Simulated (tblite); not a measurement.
# C₈H₈: molecular dynamics (part 3 of 3)

Continued. System: C₈H₈. Method: GFN2-xTB Langevin dynamics, gas phase (tblite 0.8.0). 

Geometry of the input (Å):
```
C  2.4000  -0.5515  -0.2026
C  0.9591  -0.1525  -0.0695
C  0.6102  1.1890  -0.0378
C  -0.7189  1.6479  0.0678
C  -1.6223  0.6408  0.1329
C  -1.2870  -0.6973  0.1002
C  -0.0231  -1.1708  0.0012
C  -2.7294  -0.3500  0.2215
H  2.6431  -0.7303  -1.2510
H  3.0598  0.2293  0.1683
H  2.5983  -1.4693  0.3471
H  1.3995  1.9250  -0.0957
H  -0.9486  2.7031  0.0921
H  0.2556  -2.2145  -0.0236
H  -3.2262  -0.4983  1.1747
H  -3.3778  -0.4917  -0.6368
```

## Trajectory as extended XYZ, continued
```
16
Properties=species:S:1:pos:R:3:forces:R:3 step=29 time_fs=725.0 energy=-573.89183 temperature=276.0
C     1.7277   -0.7316    0.2934   -0.8547   0.5285   1.3694
C     0.3081   -0.3360    0.6341   -0.1555  -0.9467   0.0824
C    -0.1168    0.9578    0.7310    0.6674   1.6106   0.2405
C    -1.4509    1.3664    0.9438   -0.1731   0.6322  -0.6830
C    -2.3056    0.3456    0.8819   -0.1653  -0.6275   0.3474
C    -1.9117   -0.9868    0.7557   -2.5241   1.2924   0.4933
C    -0.6522   -1.3765    0.6937    0.7674  -1.1745  -0.5897
C    -3.3877   -0.6309    0.9028    0.0030  -1.5468   0.3978
H     1.7623   -1.8132    0.1891    0.2079   0.2592  -0.6055
H     1.8817   -0.0987   -0.5597    1.0219  -0.4171  -0.5187
H     2.3925   -0.4809    1.1350   -0.0446   0.1544  -0.4704
H     0.5985    1.7886    0.6569   -0.0448  -0.5279   0.0302
H    -1.8054    2.3913    0.9123    0.5019   0.0526   0.3086
H    -0.4415   -2.4258    0.5234    0.5754   0.0379   0.1945
H    -3.8631   -0.9674    1.8638    0.2723   0.5871  -0.9891
H    -3.9883   -0.7649    0.0001   -0.0551   0.0857   0.3922
16
Properties=species:S:1:pos:R:3:forces:R:3 step=30 time_fs=750.0 energy=-573.78875 temperature=157.8
C     1.7202   -0.7190    0.4317   -1.3122   0.4400   2.1601
C     0.2522   -0.3409    0.6726    1.3995   0.0327  -0.1570
C    -0.0750    1.0221    0.8073    0.0640  -0.8066  -0.4973
C    -1.4070    1.4023    0.9884   -0.5368  -1.0308   0.2821
C    -2.2555    0.3348    0.9263   -0.7790  -0.2940   0.5556
C    -1.9447   -1.0042    0.8116   -0.2216   1.1538  -0.5352
C    -0.6417   -1.4069    0.7272   -1.7655   0.8699  -0.1738
C    -3.3937   -0.6421    1.0674    1.2045  -0.4448   0.3807
H     1.8615   -1.7985    0.4120    0.0660   0.3735  -0.3414
H     1.9471   -0.1637   -0.4194    1.0251   0.2247  -1.5482
H     2.2657   -0.2857    1.2832    0.2175  -0.3202  -0.2937
H     0.6823    1.7870    0.6392   -0.0845  -0.3413   0.3700
H    -1.7513    2.3568    1.2911    0.0536   0.8885  -0.2136
H    -0.4591   -2.4245    0.5939    0.9989  -1.2303  -0.0038
H    -3.6251   -0.9947    2.0672   -0.6562   0.4712   0.1152
H    -4.1945   -0.7468    0.3447    0.3267   0.0136  -0.0996
16
Properties=species:S:1:pos:R:3:forces:R:3 step=31 time_fs=775.0 energy=-574.04167 temperature=336.4
C     1.8061   -0.6471    0.5320   -1.3802   0.3683  -0.0213
C     0.3068   -0.3321    0.6382    0.8279  -0.4562   0.7098
C    -0.1172    0.9591    0.8618    1.6427   1.4200  -0.2231
C    -1.4345    1.3801    1.0164   -0.3612  -0.0548   0.5297
C    -2.3452    0.3736    1.0775    1.0090  -0.8438  -0.0332
C    -1.9324   -0.9615    0.9585    1.6733   0.4655  -0.3768
C    -0.6190   -1.3693    0.7244   -2.2443  -0.8174   0.4029
C    -3.3535   -0.6930    1.2539    0.1806  -0.1328  -0.0974
H     1.9378   -1.7349    0.5531    0.2718   0.5313   0.0593
H     2.1292   -0.2103   -0.4002    0.3427  -0.2169  -0.4047
H     2.3359   -0.1044    1.3151    0.0186  -0.4539   0.0911
H     0.6923    1.7436    0.9445   -0.9750  -0.7897  -0.2927
H    -1.6272    2.4134    1.2082   -0.2564   0.4337  -0.0440
H    -0.3880   -2.4441    0.6991    0.2123   0.6326  -0.1665
H    -3.7475   -0.9550    2.2148   -0.1465   0.0914   0.4776
H    -4.0282   -0.8354    0.4500   -0.8152  -0.1772  -0.6106
16
Properties=species:S:1:pos:R:3:forces:R:3 step=32 time_fs=800.0 energy=-573.68959 temperature=208.6
C     1.7775   -0.5111    0.5496   -0.1904   0.0100  -0.6280
C     0.2999   -0.2563    0.8193    0.9217  -0.6362  -0.5704
C    -0.1051    1.0444    0.9116   -0.1911  -0.2874   0.2694
C    -1.4473    1.4094    1.0611   -1.3549   0.7600  -0.9865
C    -2.3119    0.3763    1.2318    1.3080  -1.6024  -0.7776
C    -1.8915   -0.9938    1.0775   -0.0881   1.7364   1.0516
C    -0.6198   -1.3272    0.7477   -0.1451  -0.8153   0.7138
C    -3.3172   -0.7057    1.3624   -0.7637   0.6436  -0.9043
H     1.9255   -1.6126    0.5258    0.4278   0.8891   0.5118
H     2.0011   -0.1690   -0.4846   -0.1328  -0.1373   0.4492
H     2.4578    0.1029    1.2006   -0.7149  -1.1053  -0.3311
H     0.7023    1.7253    0.8999    0.2436   1.0756  -0.0954
H    -1.8260    2.4002    0.7379    0.5030  -0.3304   0.9350
H    -0.2693   -2.3545    0.5683   -0.2317   0.5136  -0.0049
H    -3.8606   -0.6762    2.3002    0.4676  -0.8146   0.2478
H    -4.0008   -0.8739    0.5226   -0.0592   0.1007   0.1196
16
Properties=species:S:1:pos:R:3:forces:R:3 step=33 time_fs=825.0 energy=-573.96243 temperature=309.9
C     1.7771   -0.4547    0.5620   -1.0682   1.2083  -0.4414
C     0.2931   -0.1453    0.8341    0.9610   0.6603  -0.8870
C    -0.1638    1.2012    0.9557    0.9417  -2.0840  -0.6373
C    -1.4944    1.5096    1.1015   -1.8234  -0.6415   1.9019
C    -2.2898    0.3744    1.2987    0.8257   0.6735  -0.3769
C    -1.8238   -0.9140    1.1854   -0.6746   0.0728  -0.1937
C    -0.5446   -1.2645    0.8910   -0.2162   0.6917   0.4332
C    -3.2919   -0.7313    1.3799   -0.5304   0.2199  -0.5656
H     1.9171   -1.5038    0.7107    0.4680  -0.3415   0.3415
H     2.1182   -0.2143   -0.4626   -0.5243  -0.0586   0.3011
H     2.3432    0.2000    1.2056    0.4605  -0.2835   0.3660
H     0.5748    1.9460    0.7939    0.3483   0.6150   0.1215
H    -1.8392    2.4863    1.4570    0.1432  -0.1443  -0.8322
H    -0.1279   -2.2384    0.7746   -0.0834  -0.5270  -0.0108
H    -3.7939   -0.9443    2.3231    0.2794  -0.0433  -0.0743
H    -3.9740   -0.8641    0.5098    0.4927  -0.0177   0.5542
16
Properties=species:S:1:pos:R:3:forces:R:3 step=34 time_fs=850.0 energy=-573.86303 temperature=173.9
C     1.8218   -0.3361    0.5747   -0.8869   0.4713  -0.5084
C     0.3491   -0.0992    0.7947   -0.4536   0.3655   0.1046
C    -0.1943    1.1830    0.9361    2.7934   0.1594  -0.2579
C    -1.4929    1.4583    1.2436   -1.5974   0.5024  -0.4626
C    -2.3137    0.3752    1.2151    0.6702   0.9950   0.7133
C    -1.8207   -0.8942    1.1955    2.2074  -0.8436  -0.9866
C    -0.4809   -1.1823    1.0513   -1.4072  -0.0632  -0.5668
C    -3.2454   -0.7213    1.4106   -1.8022  -1.1570   1.1247
H     2.0223   -1.3666    0.7780    0.4078  -0.4046   0.3002
H     2.2182   -0.1118   -0.4255   -0.5082   0.0535   0.1646
H     2.2587    0.3496    1.2583    1.0563   0.1804   0.5932
H     0.5766    1.9684    0.8765   -0.7239  -0.0012  -0.0690
H    -1.8958    2.4455    1.2949    0.1244   0.6316   0.2218
H    -0.0804   -2.1510    0.9909    0.2908  -1.1918   0.1146
H    -3.5602   -1.0584    2.4194   -0.3084   0.6069  -0.4443
H    -3.9968   -0.8847    0.6438    0.1376  -0.3045  -0.0414
16
Properties=species:S:1:pos:R:3:forces:R:3 step=35 time_fs=875.0 energy=-573.87732 temperature=318.2
C     1.8742   -0.2074    0.5479   -1.1708  -1.3093  -0.6149
C     0.4266   -0.1142    1.0030   -1.3722   1.1155  -1.2746
C    -0.1575    1.2014    0.9228    1.4164  -1.7054   0.8320
C    -1.4994    1.4488    1.1412   -0.7189   1.2330  -0.3035
C    -2.3089    0.3692    1.1687   -0.1455  -0.8050   0.0750
C    -1.8182   -0.9111    1.1469    1.8707  -0.3513   0.1808
C    -0.4607   -1.2160    1.0707   -0.3392  -0.9967   0.9923
C    -3.2707   -0.7416    1.4267    0.0474  -0.3988  -0.1245
H     2.2437   -1.2407    0.5647   -0.0553   0.2367   0.4760
H     1.8279    0.0145   -0.5242    0.2772   0.3394   0.1282
H     2.5368    0.4541    1.0527    0.3274   0.3964   0.3316
H     0.5831    1.9822    0.8847   -0.2447   0.3801  -0.1463
H    -1.9295    2.4422    1.1783    0.3452   0.2291   0.0426
H    -0.0881   -2.2657    1.2630   -0.2789   1.2021  -0.5477
H    -3.6291   -0.9241    2.4416    0.0255   0.1033  -0.1792
H    -3.9569   -1.0872    0.6521    0.0157   0.3309   0.1322
16
Properties=species:S:1:pos:R:3:forces:R:3 step=36 time_fs=900.0 energy=-573.73490 temperature=299.2
C     1.8702   -0.1955    0.6923   -0.4908  -0.1223   0.2542
C     0.3575   -0.0527    0.8722    1.5033   0.8354   0.8444
C    -0.1394    1.2822    0.9538   -0.7826  -2.2748  -1.1902
C    -1.5263    1.4986    0.9187   -1.3650   1.3175   0.9848
C    -2.2642    0.3750    1.1315    0.4330  -1.6061  -0.1368
C    -1.7096   -0.9002    1.1843   -0.0974   0.1820   1.0049
C    -0.3720   -1.2313    1.1097   -1.5041   0.9911  -0.9771
C    -3.1830   -0.7928    1.4428    1.0404   0.5582  -1.5242
H     2.2116   -1.2019    0.8645   -0.1759  -0.5854   0.2689
H     2.0867   -0.0327   -0.3529    0.3464   0.6366  -0.1634
H     2.4494    0.4202    1.3931   -0.2960   0.1999  -0.5920
H     0.5423    2.0362    0.6839    0.5478   0.8637   0.1425
H    -2.0842    2.4919    0.9480    1.2939  -1.0021  -0.2805
H     0.0098   -2.2201    0.8958    0.1070   0.1285   0.5042
H    -3.6537   -0.7764    2.3838   -0.1227  -0.3204   1.1039
H    -3.7824   -1.2342    0.6639   -0.4373   0.1984  -0.2436
16
Properties=species:S:1:pos:R:3:forces:R:3 step=37 time_fs=925.0 energy=-573.87637 temperature=378.9
C     1.9581   -0.1207    0.8410    0.2634   0.0306   1.5036
C     0.4616    0.0825    0.8505    1.0064  -1.9669  -0.4208
C    -0.1529    1.2534    0.6490    0.3334   3.2693   0.7042
C    -1.5145    1.5279    0.8875   -1.2790  -0.0072  -0.6494
C    -2.2613    0.4136    1.0871    1.6695  -1.2301   0.1234
C    -1.6468   -0.9001    1.1889   -1.2286   2.1402  -0.5068
C    -0.3096   -1.0896    1.0183   -1.4567   0.0064   0.8276
C    -3.1241   -0.7040    1.4712    0.0761  -0.2118   0.6672
H     2.2013   -1.1131    1.2465   -0.2297   0.0614  -0.3124
H     2.4248   -0.0449   -0.1228    0.0220   0.2848  -0.3822
H     2.4607    0.5564    1.5752   -0.4205  -0.0563  -0.8113
H     0.4731    2.1650    0.5962   -0.2069  -0.5659  -0.3096
H    -1.9597    2.5388    0.7748    0.5502  -0.7154   0.1659
H     0.1471   -2.0262    1.2099    0.4128  -0.7159  -0.0956
H    -3.4245   -0.7445    2.5272    0.1310  -0.1022  -0.2108
H    -3.9496   -1.0139    0.8382    0.3567  -0.2210  -0.2928
16
Properties=species:S:1:pos:R:3:forces:R:3 step=38 time_fs=950.0 energy=-573.82508 temperature=365.7
C     1.9565    0.0286    0.8709    0.6293   0.3987   0.8768
C     0.4635    0.1426    0.7812    0.2730  -0.7536   0.2600
C    -0.1375    1.3591    0.6019    0.0548   1.8766  -0.3503
C    -1.5044    1.6369    0.7913    0.0839  -4.2914   0.5677
C    -2.2178    0.4818    1.0880    1.0152   0.3358  -0.4074
C    -1.6752   -0.8276    1.1660    1.2945   2.0033  -0.5131
C    -0.3172   -0.9827    1.0939   -0.5423  -1.8502   0.7299
C    -3.0673   -0.6262    1.5468   -1.7867  -0.4556   1.2870
H     2.3085   -0.7669    1.5659   -0.5118   0.1976  -0.7734
H     2.4992   -0.0217   -0.0689   -0.2820  -0.3487  -0.1746
H     2.3113    0.9498    1.3403    0.0612   0.1268  -0.0283
H     0.4440    2.2749    0.3758    0.0373  -0.8310   0.1302
H    -1.8768    2.5791    0.7940   -0.9899   2.3819  -0.1081
H     0.1271   -1.9652    1.3987   -0.0635   0.9385  -0.5860
H    -3.2903   -0.7333    2.6581    0.0461   0.2577  -1.2279
H    -3.9240   -0.9533    0.9223    0.6808   0.0136   0.3175
16
Properties=species:S:1:pos:R:3:forces:R:3 step=39 time_fs=975.0 energy=-573.85484 temperature=360.7
C     1.9519    0.1518    0.8294   -0.5513   0.0170  -0.7711
C     0.4317    0.2018    0.7913    1.0392   1.0570   0.2164
C    -0.1548    1.4649    0.5757   -1.8955  -2.0210   0.6168
C    -1.5453    1.7377    0.7183   -0.3356  -0.8037   0.4192
C    -2.2430    0.6102    1.0909    0.7169  -1.8176   0.8509
C    -1.6096   -0.6437    1.2931   -0.6891   1.1394   0.2438
C    -0.2767   -0.9487    1.1751   -1.6726   0.5735  -0.3139
C    -3.0568   -0.5837    1.6581    0.0109   0.6665  -1.6700
H     2.3102   -0.2730    1.7540    0.0253  -0.4382  -0.0167
H     2.3443   -0.3330   -0.0594    0.0204  -0.7097   0.1441
H     2.3752    1.1257    0.7461    0.1005   1.0117   0.1971
H     0.3899    2.2624    0.2400    1.6267   1.5719  -0.5249
H    -1.9745    2.7540    0.6158    0.3782  -0.8481  -0.0705
H     0.0942   -1.9583    1.2339    0.3855   0.2035   0.2601
H    -3.4686   -0.5732    2.6681    0.4982   0.0333  -0.1940
H    -3.7467   -1.0644    0.9250    0.3424   0.3645   0.6126
16
Properties=species:S:1:pos:R:3:forces:R:3 step=40 time_fs=1000.0 energy=-573.83558 temperature=250.3
C     1.9149    0.2066    0.7169    0.7054  -0.9325  -0.1391
C     0.4702    0.3640    0.8512   -0.8938  -0.5084  -0.2981
C    -0.1702    1.5305    0.5223    0.0534   0.8570   0.0011
C    -1.5497    1.6746    0.6688   -1.7302   3.1648  -1.2358
C    -2.2160    0.6340    1.1447    0.6550  -1.6581  -0.1544
C    -1.5816   -0.6092    1.3631   -1.1854   0.8293   0.4051
C    -0.2352   -0.8286    1.2244   -1.7541   1.4231   0.3652
C    -3.1176   -0.4361    1.5593    1.7017  -0.1481   0.7928
H     2.3356    0.2088    1.7114    0.4722  -0.0997   0.1912
H     2.0519   -0.7662    0.2441    0.4850  -0.1380   0.1986
H     2.4202    0.9150    0.0994    0.1099   0.7362  -0.2339
H     0.3356    2.4450    0.1885    0.2269  -0.7312   0.1320
H    -2.1156    2.6538    0.3205    1.2931  -1.6614   0.7775
H     0.2338   -1.7440    1.4882    0.4322  -0.4250  -0.1233
H    -3.5132   -0.3651    2.5630    0.0877  -0.2071   0.2187
H    -3.7785   -0.8931    0.8847   -0.6589  -0.5007  -0.8978
```

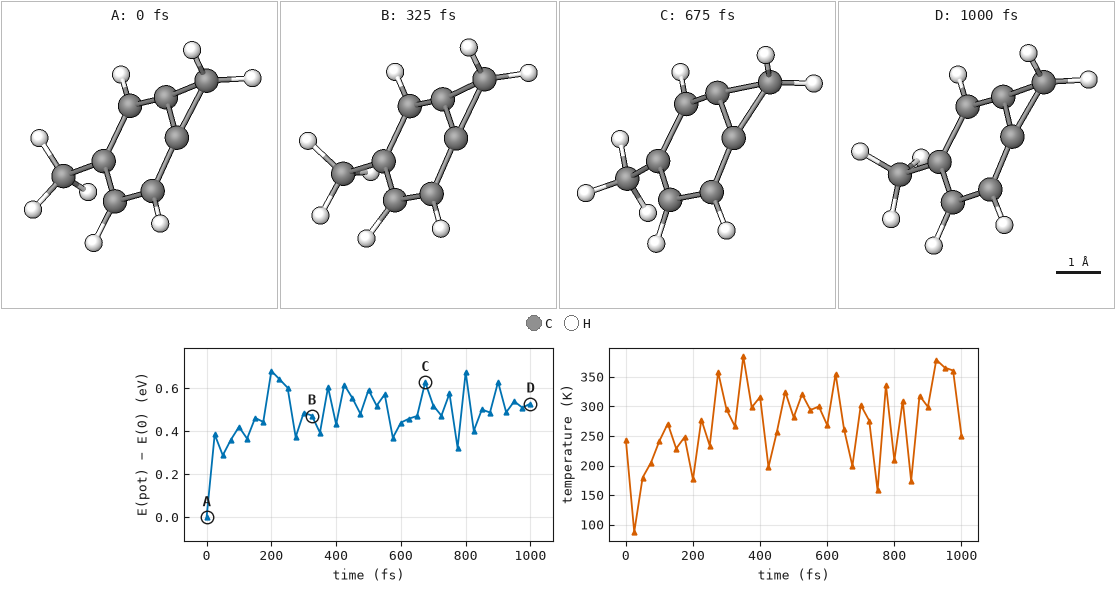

Fig. 1: Frames of the molecular dynamics (ball-and-stick, seen at a tilt) above the curves, on which the letters mark them. The trajectory kept here has 41 frames over 1000 fs. The temperature starts at 244 K, ranges from 88 to 385 K and averages 287 K over the second half. The potential energy ends 0.529 eV above its first value. After an unweighted best fit of the last frame on the first, the root-mean-square displacement is 0.87 Å, and H9 has moved furthest (2.04 Å).
